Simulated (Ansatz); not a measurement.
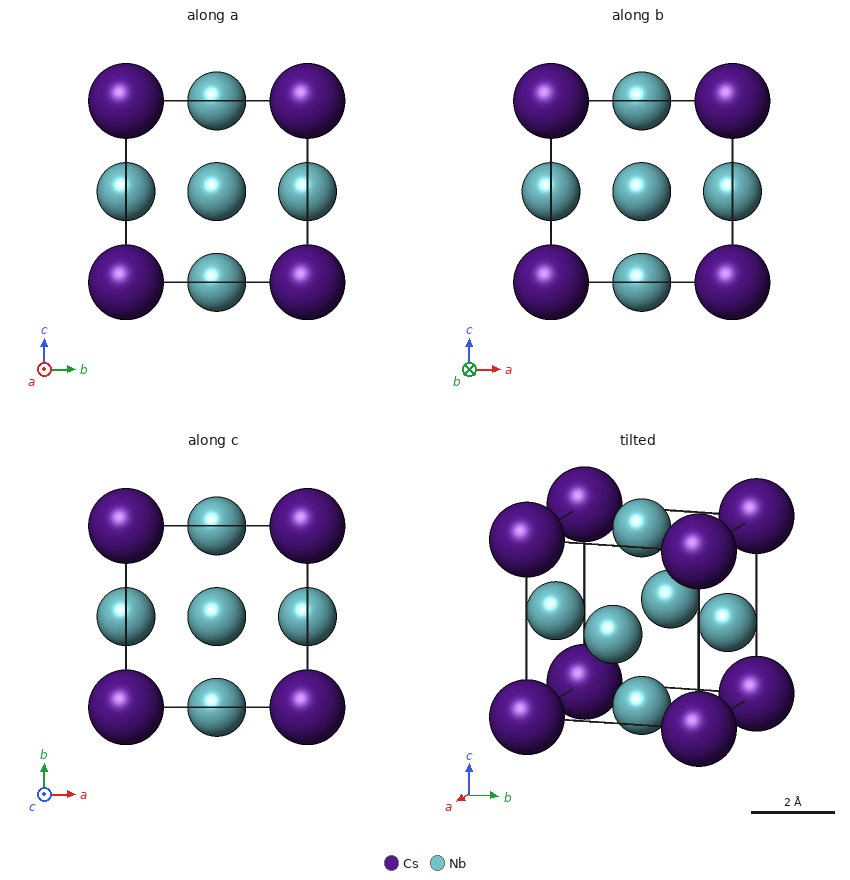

Spheres-only drawing of the structure, looking along the a axis, along the b axis, along the c axis and slightly off an axis. Thin lines show the conventional unit cell, with boundary atoms drawn in all their periodic places.

Lattice parameters: a = 4.402 Å, b = 4.402 Å, c = 4.402 Å, α = 90.00°, β = 90.00°, γ = 90.00°. Put a along x and b in the xy plane.

Question: Write the structure as a POSCAR file.

Answer:
```
Cs Nb
1.0
     4.402    0.000    0.000
     0.000    4.402    0.000
     0.000    0.000    4.402
Cs Nb
1 3
Direct
  0.0000 0.0000 0.0000
  0.0000 0.5000 0.5000
  0.5000 0.0000 0.5000
  0.5000 0.5000 0.0000
```

The structure was taken from a structure type filled with these elements by a generator (whether the compound takes this form wasn't checked). The geometry was optimised with DFT PBE, scalar-relativistic, plane waves, PAW in Ansatz 0.2.0.
